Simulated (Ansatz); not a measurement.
## Nudged elastic band of CH₄FNSi

System: CH₄FNSi, SMILES C[Si](=N)F.
Method: RKS B3LYP/def2-SVP (Ansatz 0.2.0).

It belongs to a series of runs on one base structure; here: band between the two ends. Figures and captions count atoms from 1; the log counts them from 0 in places.

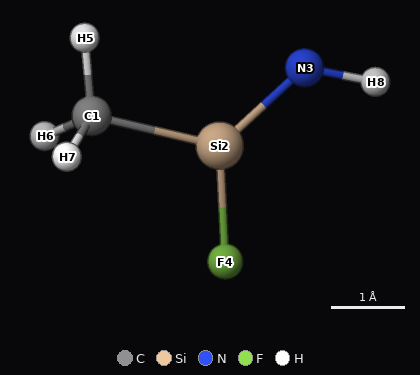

**Figure 1.** The input geometry (ball-and-stick view, seen at a tilt; atoms are numbered from 1 in the order of the input). Bond lengths as drawn: C–H 1.10 Å, C–Si 1.85 Å, F–Si 1.63 Å, H–N 1.02 Å and N–Si 1.59 Å.

## Input file
```yaml
crystal:
  periodic: [false, false, false]
  atoms:
    - { symbol: C, position_ang: [-0.244561, 1.09733, -0.417394] }
    - { symbol: Si, position_ang: [-0.041101, -0.663458, 0.120976] }
    - { symbol: "N", position_ang: [1.146125, -1.165094, 1.047667] }
    - { symbol: F, position_ang: [-1.268158, -1.518432, -0.521808] }
    - { symbol: H, position_ang: [0.575746, 1.707594, -0.015768] }
    - { symbol: H, position_ang: [-0.247349, 1.165786, -1.51676] }
    - { symbol: H, position_ang: [-1.206392, 1.498022, -0.059768] }
    - { symbol: H, position_ang: [1.2857, -2.121749, 1.362846] }
basis:
  gaussian: { orbitals: def2-SVP }
hamiltonian:
  xc: b3lyp
neb:
  order_check: false
  images: 5
  f_tol: 0.05
  max_iterations: 60
  optimiser: lbfgs
  climbing: immediate
  final_atoms:
    - { symbol: C, position_ang: [-0.2334178, 1.04656097, -0.36670648] }
    - { symbol: Si, position_ang: [-0.05195486, -0.78248864, -0.02241497] }
    - { symbol: "N", position_ang: [0.71924951, -1.68730423, 1.034546] }
    - { symbol: F, position_ang: [-0.94289158, -1.55049485, -1.1339053] }
    - { symbol: H, position_ang: [0.75806042, 1.50684376, -0.50247643] }
    - { symbol: H, position_ang: [-0.83926081, 1.22023357, -1.26800167] }
    - { symbol: H, position_ang: [-0.71535132, 1.54291059, 0.49084157] }
    - { symbol: H, position_ang: [1.30557644, -1.29626218, 1.76810829] }
  initial_path:
    images:
      - { positions_ang: [[-0.244561, 1.09733, -0.417394], [-0.041101, -0.663458, 0.120976], [1.146125, -1.165094, 1.047667], [-1.268158, -1.518432, -0.521808], [0.575746, 1.707594, -0.015768], [-0.247349, 1.165786, -1.51676], [-1.206392, 1.498022, -0.059768], [1.2857, -2.121749, 1.362846]] }
      - { positions_ang: [[-0.24181496, 1.07714325, -0.40709819], [-0.08217299, -0.7006994, 0.10897507], [0.95707035, -1.22320316, 1.1624277], [-1.17393448, -1.52523695, -0.71031862], [0.638966, 1.62044664, -0.16983957], [-0.41746795, 1.17303374, -1.45459631], [-1.05295825, 1.53550311, 0.0875362], [1.37232228, -1.95698823, 1.38290473]] }
      - { positions_ang: [[-0.23906893, 1.0569565, -0.39680239], [-0.12324498, -0.7379408, 0.09697414], [0.76801569, -1.28131232, 1.2771884], [-1.07971096, -1.5320419, -0.89882925], [0.702186, 1.53329927, -0.32391114], [-0.58758689, 1.18028148, -1.39243262], [-0.89952449, 1.57298421, 0.2348404], [1.45894456, -1.79222746, 1.40296345]] }
      - { positions_ang: [[-0.23632289, 1.03676975, -0.38650658], [-0.16431696, -0.77518219, 0.08497321], [0.57896104, -1.33942148, 1.39194911], [-0.98548744, -1.53884685, -1.08733987], [0.765406, 1.44615191, -0.4779827], [-0.75770584, 1.18752922, -1.33026894], [-0.74609074, 1.61046532, 0.38214459], [1.54556684, -1.62746669, 1.42302218]] }
      - { positions_ang: [[-0.23535453, 1.04003349, -0.37990655], [-0.12686293, -0.77761768, 0.04917715], [0.62572386, -1.45538239, 1.27281474], [-0.97128882, -1.54272951, -1.10286168], [0.76295747, 1.46638253, -0.48614728], [-0.78489083, 1.19843067, -1.30951318], [-0.73584427, 1.58794708, 0.41837692], [1.46557004, -1.51706518, 1.53805088]] }
      - { positions_ang: [[-0.23438616, 1.04329723, -0.37330652], [-0.08940889, -0.78005316, 0.01338109], [0.67248668, -1.57134331, 1.15368037], [-0.9570902, -1.54661218, -1.11838349], [0.76050895, 1.48661314, -0.49431186], [-0.81207582, 1.20933212, -1.28875743], [-0.72559779, 1.56542883, 0.45460925], [1.38557324, -1.40666368, 1.65307958]] }
      - { positions_ang: [[-0.2334178, 1.04656097, -0.36670648], [-0.05195486, -0.78248864, -0.02241497], [0.71924951, -1.68730423, 1.034546], [-0.94289158, -1.55049485, -1.1339053], [0.75806042, 1.50684376, -0.50247643], [-0.83926081, 1.22023357, -1.26800167], [-0.71535132, 1.54291059, 0.49084157], [1.30557644, -1.29626218, 1.76810829]] }
```

Machine: 1 thread of an x86-64 CPU, shared host.

Launch command:
```bash
ansatz run input.yaml --threads 1 --pin off --max-ram 2048MiB --backend cpu --events-out ev --progress --plain --runs-dir out
```

## Output
```
Engine: ansatz 0.2.0, x86_64-unknown-linux-gnu
Functional definition: B3LYP
  parameter a0 = 0.2
  parameter ax = 0.72
  parameter ac = 0.81
  exchange = (1 - a0 - ax)*slater_x + ax*b88_x + a0*exact_x
  correlation = (1 - ac)*vwn_rpa_c + ac*lyp_c
844 factors; integrals over basis functions are off by at most 3.9e-4 eV
mean field evaluation 1: about -13168.1473 eV, gradient 7.9e1 eV
mean field evaluation 2: about -13122.7242 eV, gradient 1.4e2 eV
mean field evaluation 4: about -13181.4662 eV, gradient 9.2e0 eV
mean field evaluation 8: about -13181.6438 eV, gradient 3.9e-1 eV
mean field evaluation 16: about -13181.6442 eV, gradient 1.7e-5 eV
mean field -13181.64418156 eV, -484.4164888331 hartree, gradient 1.7e-5 eV, S^2 0.000000; 0 other end points of the search recorded, 0 dependent functions left out
the calculation of the forces begins
reference -13181.64441007 eV, -484.4164972306 hartree; 20, 20 occupied and 60, 60 virtual orbitals, 844 factors
844 factors; integrals over basis functions are off by at most 5.4e-4 eV
mean field evaluation 32: about -13181.4890 eV, gradient 6.0e-5 eV
mean field -13181.48902772 eV, -484.4107870345 hartree, gradient 6.0e-5 eV, S^2 0.000000; 0 other end points of the search recorded, 0 dependent functions left out
[... from here on the field's lines of each further geometry are left out, up to the last ...]
NEB iter   1: max|band force component| = 8.965e0 eV/Å  barrier→ = 1.1152 eV  barrier← = 0.9600 eV  CI = image 2  Δτ_max = 0.1555 Å  (182 SCF iters)
NEB iter   2: max|band force component| = 1.064e1 eV/Å  barrier→ = 1.5272 eV  barrier← = 1.3721 eV  CI = image 2  Δτ_max = 0.2000 Å  (149 SCF iters)
NEB iter   3: max|band force component| = 6.980e0 eV/Å  barrier→ = 1.4578 eV  barrier← = 1.3027 eV  CI = image 2  Δτ_max = 0.0761 Å  (155 SCF iters)
NEB iter   4: max|band force component| = 2.706e0 eV/Å  barrier→ = 0.5414 eV  barrier← = 0.3862 eV  CI = image 3  Δτ_max = 0.0558 Å  (149 SCF iters)
NEB iter   5: max|band force component| = 1.725e0 eV/Å  barrier→ = 0.5245 eV  barrier← = 0.3693 eV  CI = image 3  Δτ_max = 0.0152 Å  (142 SCF iters)
NEB iter   6: max|band force component| = 5.455e-1 eV/Å  barrier→ = 0.5151 eV  barrier← = 0.3600 eV  CI = image 3  Δτ_max = 0.0081 Å  (133 SCF iters)
NEB iter   7: max|band force component| = 5.455e-1 eV/Å  barrier→ = 0.5020 eV  barrier← = 0.3468 eV  CI = image 3  Δτ_max = 0.0095 Å  (134 SCF iters)
NEB iter   8: max|band force component| = 5.940e-1 eV/Å  barrier→ = 0.4895 eV  barrier← = 0.3343 eV  CI = image 3  Δτ_max = 0.0088 Å  (133 SCF iters)
NEB iter   9: max|band force component| = 5.494e-1 eV/Å  barrier→ = 0.4781 eV  barrier← = 0.3229 eV  CI = image 3  Δτ_max = 0.0170 Å  (133 SCF iters)
NEB iter  10: max|band force component| = 7.851e-1 eV/Å  barrier→ = 0.4571 eV  barrier← = 0.3019 eV  CI = image 3  Δτ_max = 0.0171 Å  (131 SCF iters)
NEB iter  11: max|band force component| = 1.186e0 eV/Å  barrier→ = 0.4479 eV  barrier← = 0.2928 eV  CI = image 3  Δτ_max = 0.0195 Å  (133 SCF iters)
NEB iter  12: max|band force component| = 1.011e0 eV/Å  barrier→ = 0.4393 eV  barrier← = 0.2841 eV  CI = image 3  Δτ_max = 0.0074 Å  (133 SCF iters)
NEB iter  13: max|band force component| = 5.215e-1 eV/Å  barrier→ = 0.4372 eV  barrier← = 0.2820 eV  CI = image 3  Δτ_max = 0.0097 Å  (123 SCF iters)
NEB iter  14: max|band force component| = 5.127e-1 eV/Å  barrier→ = 0.4273 eV  barrier← = 0.2721 eV  CI = image 3  Δτ_max = 0.0459 Å  (127 SCF iters)
NEB iter  15: max|band force component| = 1.650e0 eV/Å  barrier→ = 0.3841 eV  barrier← = 0.2289 eV  CI = image 3  Δτ_max = 0.0292 Å  (130 SCF iters)
NEB iter  16: max|band force component| = 1.421e0 eV/Å  barrier→ = 0.3776 eV  barrier← = 0.2225 eV  CI = image 3  Δτ_max = 0.0135 Å  (135 SCF iters)
NEB iter  17: max|band force component| = 4.654e-1 eV/Å  barrier→ = 0.3771 eV  barrier← = 0.2219 eV  CI = image 3  Δτ_max = 0.0042 Å  (130 SCF iters)
NEB iter  18: max|band force component| = 4.623e-1 eV/Å  barrier→ = 0.3733 eV  barrier← = 0.2182 eV  CI = image 3  Δτ_max = 0.0556 Å  (113 SCF iters)
NEB iter  19: max|band force component| = 1.578e0 eV/Å  barrier→ = 0.3281 eV  barrier← = 0.1730 eV  CI = image 3  Δτ_max = 0.0301 Å  (129 SCF iters)
NEB iter  20: max|band force component| = 1.496e0 eV/Å  barrier→ = 0.3242 eV  barrier← = 0.1690 eV  CI = image 3  Δτ_max = 0.0149 Å  (132 SCF iters)
NEB iter  21: max|band force component| = 3.914e-1 eV/Å  barrier→ = 0.3230 eV  barrier← = 0.1678 eV  CI = image 3  Δτ_max = 0.0031 Å  (130 SCF iters)
NEB iter  22: max|band force component| = 3.800e-1 eV/Å  barrier→ = 0.3206 eV  barrier← = 0.1655 eV  CI = image 3  Δτ_max = 0.0519 Å  (112 SCF iters)
NEB iter  23: max|band force component| = 1.342e0 eV/Å  barrier→ = 0.2871 eV  barrier← = 0.1319 eV  CI = image 3  Δτ_max = 0.0268 Å  (130 SCF iters)
NEB iter  24: max|band force component| = 1.279e0 eV/Å  barrier→ = 0.2852 eV  barrier← = 0.1300 eV  CI = image 3  Δτ_max = 0.0129 Å  (130 SCF iters)
NEB iter  25: max|band force component| = 2.669e-1 eV/Å  barrier→ = 0.2829 eV  barrier← = 0.1277 eV  CI = image 3  Δτ_max = 0.0025 Å  (126 SCF iters)
NEB iter  26: max|band force component| = 2.632e-1 eV/Å  barrier→ = 0.2815 eV  barrier← = 0.1263 eV  CI = image 3  Δτ_max = 0.0457 Å  (112 SCF iters)
NEB iter  27: max|band force component| = 8.811e-1 eV/Å  barrier→ = 0.2614 eV  barrier← = 0.1062 eV  CI = image 3  Δτ_max = 0.0179 Å  (131 SCF iters)
NEB iter  28: max|band force component| = 9.139e-1 eV/Å  barrier→ = 0.2608 eV  barrier← = 0.1056 eV  CI = image 3  Δτ_max = 0.0208 Å  (127 SCF iters)
NEB iter  29: max|band force component| = 1.114e0 eV/Å  barrier→ = 0.2624 eV  barrier← = 0.1073 eV  CI = image 3  Δτ_max = 0.0106 Å  (129 SCF iters)
NEB iter  30: max|band force component| = 1.813e-1 eV/Å  barrier→ = 0.2569 eV  barrier← = 0.1018 eV  CI = image 3  Δτ_max = 0.0017 Å  (121 SCF iters)
NEB iter  31: max|band force component| = 1.843e-1 eV/Å  barrier→ = 0.2563 eV  barrier← = 0.1012 eV  CI = image 3  Δτ_max = 0.0035 Å  (98 SCF iters)
NEB iter  32: max|band force component| = 1.749e-1 eV/Å  barrier→ = 0.2551 eV  barrier← = 0.0999 eV  CI = image 3  Δτ_max = 0.2000 Å  (106 SCF iters)
NEB iter  33: max|band force component| = 3.730e0 eV/Å  barrier→ = 0.3035 eV  barrier← = 0.1483 eV  CI = image 3  Δτ_max = 0.0734 Å  (141 SCF iters)
NEB iter  34: max|band force component| = 2.702e0 eV/Å  barrier→ = 0.2564 eV  barrier← = 0.1013 eV  CI = image 3  Δτ_max = 0.0293 Å  (137 SCF iters)
NEB iter  35: max|band force component| = 5.752e-1 eV/Å  barrier→ = 0.2518 eV  barrier← = 0.0966 eV  CI = image 3  Δτ_max = 0.0069 Å  (136 SCF iters)
NEB iter  36: max|band force component| = 3.352e-1 eV/Å  barrier→ = 0.2476 eV  barrier← = 0.0925 eV  CI = image 3  Δτ_max = 0.0078 Å  (119 SCF iters)
NEB iter  37: max|band force component| = 1.531e-1 eV/Å  barrier→ = 0.2441 eV  barrier← = 0.0890 eV  CI = image 3  Δτ_max = 0.0073 Å  (122 SCF iters)
NEB iter  38: max|band force component| = 2.815e-1 eV/Å  barrier→ = 0.2424 eV  barrier← = 0.0872 eV  CI = image 3  Δτ_max = 0.0055 Å  (118 SCF iters)
NEB iter  39: max|band force component| = 3.735e-1 eV/Å  barrier→ = 0.2418 eV  barrier← = 0.0867 eV  CI = image 3  Δτ_max = 0.0058 Å  (119 SCF iters)
NEB iter  40: max|band force component| = 4.166e-1 eV/Å  barrier→ = 0.2422 eV  barrier← = 0.0870 eV  CI = image 3  Δτ_max = 0.0088 Å  (115 SCF iters)
NEB iter  41: max|band force component| = 6.769e-1 eV/Å  barrier→ = 0.2434 eV  barrier← = 0.0882 eV  CI = image 3  Δτ_max = 0.0043 Å  (115 SCF iters)
NEB iter  42: max|band force component| = 1.417e-1 eV/Å  barrier→ = 0.2401 eV  barrier← = 0.0850 eV  CI = image 3  Δτ_max = 0.0011 Å  (108 SCF iters)
NEB iter  43: max|band force component| = 9.144e-2 eV/Å  barrier→ = 0.2399 eV  barrier← = 0.0847 eV  CI = image 3  Δτ_max = 0.0138 Å  (96 SCF iters)
NEB iter  44: max|band force component| = 3.318e-1 eV/Å  barrier→ = 0.2386 eV  barrier← = 0.0834 eV  CI = image 3  Δτ_max = 0.0071 Å  (131 SCF iters)
NEB iter  45: max|band force component| = 5.752e-1 eV/Å  barrier→ = 0.2395 eV  barrier← = 0.0844 eV  CI = image 3  Δτ_max = 0.0038 Å  (115 SCF iters)
NEB iter  46: max|band force component| = 1.067e-1 eV/Å  barrier→ = 0.2372 eV  barrier← = 0.0821 eV  CI = image 3  Δτ_max = 0.0007 Å  (102 SCF iters)
NEB iter  47: max|band force component| = 7.154e-2 eV/Å  barrier→ = 0.2371 eV  barrier← = 0.0820 eV  CI = image 3  Δτ_max = 0.0144 Å  (95 SCF iters)
NEB iter  48: max|band force component| = 2.626e-1 eV/Å  barrier→ = 0.2362 eV  barrier← = 0.0810 eV  CI = image 3  Δτ_max = 0.0056 Å  (127 SCF iters)
NEB iter  49: max|band force component| = 4.512e-1 eV/Å  barrier→ = 0.2368 eV  barrier← = 0.0817 eV  CI = image 3  Δτ_max = 0.0031 Å  (106 SCF iters)
NEB iter  50: max|band force component| = 6.984e-2 eV/Å  barrier→ = 0.2353 eV  barrier← = 0.0802 eV  CI = image 3  Δτ_max = 0.0004 Å  (98 SCF iters)
the calculation of the forces begins
reference -13181.48836676 eV, -484.4107627447 hartree; 20, 20 occupied and 60, 60 virtual orbitals, 844 factors
844 factors; integrals over basis functions are off by at most 4.2e-4 eV
mean field evaluation 1472: about -13181.4089 eV, gradient 3.3e-3 eV
mean field -13181.40892069 eV, -484.4078431554 hartree, gradient 2.0e-5 eV, S^2 0.000000; 1 other end points of the search recorded, 0 dependent functions left out
the calculation of the forces begins
reference -13181.40914761 eV, -484.4078514945 hartree; 20, 20 occupied and 60, 60 virtual orbitals, 844 factors
NEB iter  51: max|band force component| = 4.662e-2 eV/Å  barrier→ = 0.2353 eV  barrier← = 0.0801 eV  CI = image 3  Δτ_max = 0.0000 Å  (229 SCF iters)
```

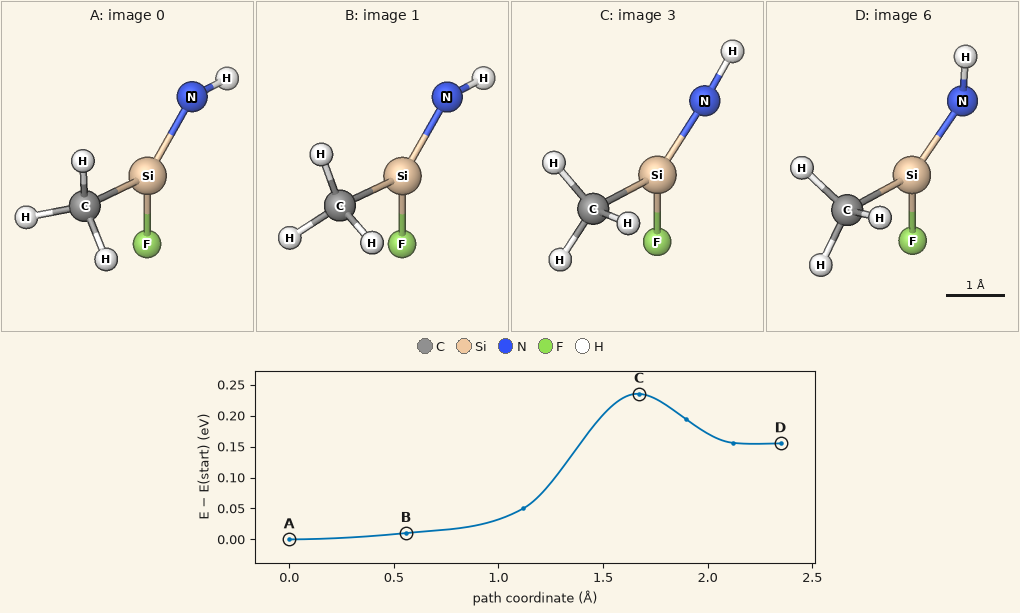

**Figure 2.** Images of the last band (counted from 0; ball-and-stick, seen at a tilt) above the energy along the path; the line is a cubic interpolation that uses the forces. The highest image is number 3, 0.235 eV above the start and 0.080 eV above the end (the climbing image); the end lies 0.155 eV above the start. The path is 2.35 Å long. The band converged in 51 iterations.

```
Total energy: -13181.40914761 eV, -484.4078514945 hartree
Atom 0 at    -0.246638     1.076245    -0.421353 Å, force    -0.001443     0.007211     0.003576 eV/Å
Atom 1 at    -0.062267    -0.728273     0.007550 Å, force    -0.004572     0.015797     0.000094 eV/Å
Atom 2 at     0.812397    -1.465640     1.046755 Å, force    -0.043753    -0.015683     0.039981 eV/Å
Atom 3 at    -1.069716    -1.528863    -0.981851 Å, force     0.003446     0.006320    -0.014940 eV/Å
Atom 4 at     0.746021     1.541801    -0.519278 Å, force    -0.009232    -0.005692     0.004251 eV/Å
Atom 5 at    -0.819795     1.224118    -1.347997 Å, force     0.012225    -0.015985     0.006879 eV/Å
Atom 6 at    -0.769328     1.587236     0.403848 Å, force    -0.001958     0.007777    -0.014702 eV/Å
Atom 7 at     1.409336    -1.706624     1.812317 Å, force     0.045286     0.000255    -0.025139 eV/Å
Dipole moment:     0.057101     0.537845     0.026416 e Å
this run last wrote the band of iteration 51 to [file]
```

## The last band as extended XYZ (Å, eV, eV/Å)
```
8
Properties=species:S:1:pos:R:3:forces:R:3 image=0 energy=-13181.64418
C    -0.2446    1.0973   -0.4174    0.0011   0.0103  -0.0029
Si   -0.0411   -0.6635    0.1210    0.0050  -0.0078   0.0079
N     1.1461   -1.1651    1.0477   -0.0016   0.0020  -0.0022
F    -1.2682   -1.5184   -0.5218   -0.0018   0.0003  -0.0014
H     0.5757    1.7076   -0.0158    0.0035  -0.0029   0.0049
H    -0.2473    1.1658   -1.5168   -0.0033  -0.0027  -0.0010
H    -1.2064    1.4980   -0.0598   -0.0025  -0.0008  -0.0032
H     1.2857   -2.1217    1.3628   -0.0005   0.0017  -0.0021
8
Properties=species:S:1:pos:R:3:forces:R:3 image=1 energy=-13181.63392
C    -0.2503    1.0937   -0.4200    0.0018   0.0028   0.0000
Si   -0.0232   -0.6784    0.0757    0.0050   0.0052   0.0089
N     1.0660   -1.1365    1.1338    0.0063  -0.0023   0.0075
F    -1.1125   -1.5763   -0.7348   -0.0041   0.0081   0.0146
H     0.6761    1.6483   -0.2153   -0.0047   0.0151   0.0049
H    -0.5185    1.1856   -1.4828    0.0110  -0.0116  -0.0059
H    -1.0619    1.5457    0.1733   -0.0131  -0.0021  -0.0122
H     1.2244   -2.0822    1.4699   -0.0022  -0.0152  -0.0179
8
Properties=species:S:1:pos:R:3:forces:R:3 image=2 energy=-13181.59420
C    -0.2602    1.0811   -0.4192   -0.0021   0.0066  -0.0046
Si   -0.0300   -0.7092    0.0199    0.0132   0.0296   0.0213
N     0.9575   -1.1437    1.1657    0.0517   0.1589   0.0828
F    -0.9981   -1.5956   -0.9424    0.0203  -0.0275   0.0425
H     0.7216    1.5773   -0.4374   -0.0134   0.0059  -0.0039
H    -0.7683    1.2175   -1.3841    0.0096  -0.0250  -0.0029
H    -0.8596    1.5681    0.3673   -0.0096   0.0024  -0.0229
H     1.2372   -1.9955    1.6302   -0.0697  -0.1509  -0.1122
8
Properties=species:S:1:pos:R:3:forces:R:3 image=3 energy=-13181.40892
C    -0.2466    1.0762   -0.4214   -0.0014   0.0072   0.0036
Si   -0.0623   -0.7283    0.0076   -0.0046   0.0158   0.0001
N     0.8124   -1.4656    1.0468   -0.0438  -0.0157   0.0400
F    -1.0697   -1.5289   -0.9819    0.0034   0.0063  -0.0149
H     0.7460    1.5418   -0.5193   -0.0092  -0.0057   0.0043
H    -0.8198    1.2241   -1.3480    0.0122  -0.0160   0.0069
H    -0.7693    1.5872    0.4038   -0.0020   0.0078  -0.0147
H     1.4093   -1.7066    1.8123    0.0453   0.0003  -0.0251
8
Properties=species:S:1:pos:R:3:forces:R:3 image=4 energy=-13181.44990
C    -0.2365    1.0728   -0.4075    0.0100   0.0013   0.0182
Si   -0.0561   -0.7385    0.0164    0.0024  -0.0011   0.0072
N     0.7658   -1.6107    1.0262   -0.0846  -0.1656   0.0016
F    -1.0625   -1.5168   -0.9879    0.0042   0.0171  -0.0168
H     0.7520    1.5484   -0.4978    0.0018  -0.0031   0.0160
H    -0.7960    1.2068   -1.3455    0.0219  -0.0223   0.0179
H    -0.7806    1.5873    0.4014    0.0032   0.0029   0.0000
H     1.4141   -1.5491    1.7947    0.0411   0.1708  -0.0442
8
Properties=species:S:1:pos:R:3:forces:R:3 image=5 energy=-13181.48814
C    -0.2236    1.0554   -0.3810    0.0015  -0.0049   0.0047
Si   -0.0583   -0.7678    0.0058   -0.0095  -0.0050  -0.0054
N     0.7384   -1.6912    1.0227   -0.0231  -0.0054   0.0136
F    -1.0448   -1.5230   -1.0321   -0.0054  -0.0064  -0.0111
H     0.7641    1.5363   -0.4532    0.0067  -0.0189   0.0196
H    -0.7666    1.1941   -1.3277    0.0129   0.0043   0.0027
H    -0.7842    1.5628    0.4211    0.0008  -0.0115   0.0052
H     1.3750   -1.3666    1.7443    0.0162   0.0478  -0.0292
8
Properties=species:S:1:pos:R:3:forces:R:3 image=6 energy=-13181.48903
C    -0.2334    1.0466   -0.3667    0.0029  -0.0087   0.0040
Si   -0.0520   -0.7825   -0.0224    0.0104   0.0000  -0.0053
N     0.7192   -1.6873    1.0345   -0.0030   0.0031  -0.0068
F    -0.9429   -1.5505   -1.1339   -0.0048   0.0008   0.0044
H     0.7581    1.5068   -0.5025   -0.0044  -0.0002   0.0044
H    -0.8393    1.2202   -1.2680    0.0025  -0.0023   0.0043
H    -0.7154    1.5429    0.4908   -0.0018   0.0055  -0.0061
H     1.3056   -1.2963    1.7681   -0.0019   0.0017   0.0011
```

## Results in brief

```tsv
quantity	value
outcome	converged
barrier, forward	0.235 eV
barrier, backward	0.080 eV
wall time	11 min
peak memory	0.17 GiB
```

The order of the saddle point was not checked.
